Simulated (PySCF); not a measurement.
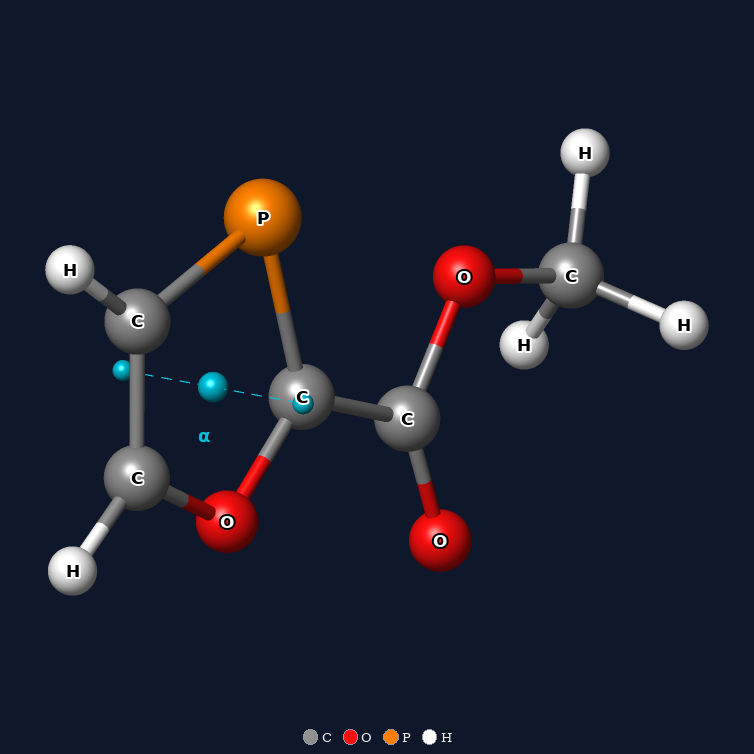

The small points mark where nucleus-independent chemical shifts (NICS) were computed: at the centre of each lettered ring and 1 Å above and below it. Geometry: an end point of a reaction path computed with GFN2-xTB. Properties computed with GIAO PBE0/pcSseg-1 NMR shielding, non-relativistic, gas phase (PySCF 2.14.0).

Give NICS(0), NICS(1) and the out-of-plane component NICS(1)zz for each ring (means of the two sides).

```json
{"ring": "α", "members": "C3OP", "NICS(0)": "−11.3", "NICS(1)": "−11.1", "NICS(1)zz": "−25.6"}
```

Values in ppm.

> What do the values say about the ring currents?

Ring α: diatropic, as in an aromatic ring. NICS is one index among several.
